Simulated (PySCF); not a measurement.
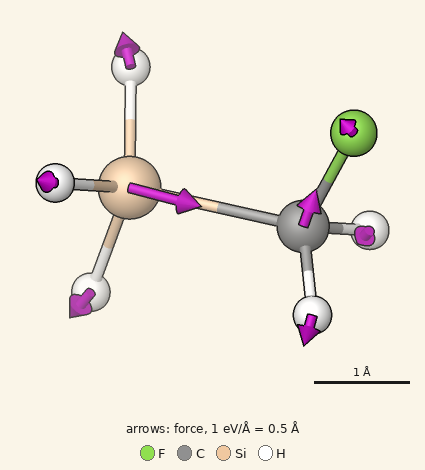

Starting geometry of H$_{3}$SiCH$_{2}$F with the computed forces as purple arrows. Style: ball-and-stick. Shown from a free direction.

The start comes from GFN2-xTB. Its atoms were then displaced at random by about 0.01 Å.

All numbers below come from PBE0-D3(BJ)/def2-SVP geometry optimisation, gas phase (PySCF 2.14.0, density-fitted response routines). 

### What follows when this structure is relaxed?

It isn't relaxed: the largest force vector, on the Si atom, is 1.70 eV/Å. The atoms end up moving mostly along the starting forces (cosine between the two patterns 0.87). Over 3 geometry steps the energy falls by 12.3 kJ/mol. The atom that moves furthest after the best rigid fit is the Si atom (0.065 Å). Largest moves by element: Si 0.065 Å, F 0.043 Å, C 0.042 Å, H 0.040 Å. Some distances before and after: H–Si 1.450 → 1.495 Å, C–Si 1.932 → 1.902 Å, C–H 1.087 → 1.105 Å, C–F 1.386 → 1.379 Å. Among the angles between lasting bonds that change: F–C–H 103.7° → 109.2°, C–Si–H 104.6° → 108.7°, Si–C–H 114.9° → 110.9°.
